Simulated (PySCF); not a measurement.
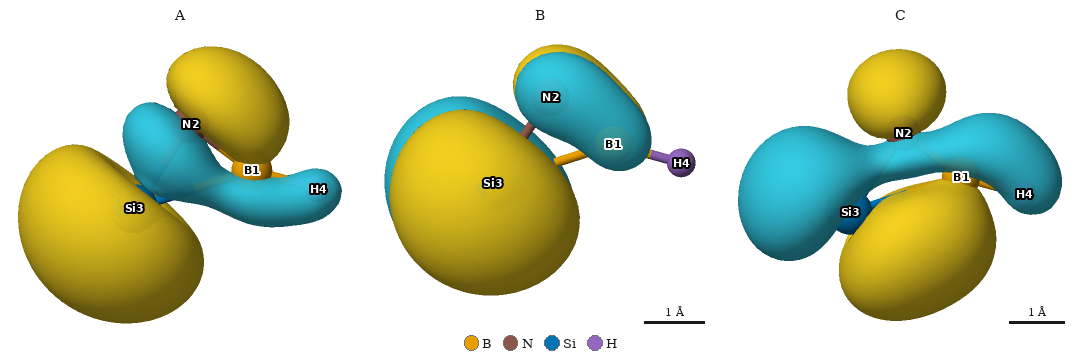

Figure. BHNSi (SMILES B1N=[Si]1) (doublet). Three frontier orbitals at ±0.08 Å⁻³ᐟ² (yellow and cyan are the two phases), in no order.

Geometry: B3LYP/6-31G*.

Theory: Gaussian-basis quantum chemistry of an isolated molecule with PySCF, energy and nuclear gradient, functional PBE0 in PySCF 2.14.0.

### Order the three orbitals by energy and name them. All are α orbitals.

A is the HOMO−1 (α) (−8.46 eV). By Hirshfeld shares it lies mainly on Si3 (about 65 %), N2 (about 25 %) and B1 (about 10 %); it is symmetric in the molecular plane (an in-plane orbital: σ, lone-pair or in-plane π type). C is the HOMO (α) (−5.58 eV). It lies mainly on Si3 (about 50 %), N2 (about 20 %) and B1 (about 20 %); it is symmetric in the molecular plane (an in-plane orbital: σ, lone-pair or in-plane π type). B is the LUMO (α) (−2.22 eV). By Hirshfeld shares it lies mainly on Si3 (about 80 %), N2 (about 10 %) and B1 (about 5 %); it changes sign across the molecular plane (π type); π-bonding across B1–N2.

### What is the gap between the highest occupied and lowest empty α orbitals?

3.36 eV between the orbital energies.
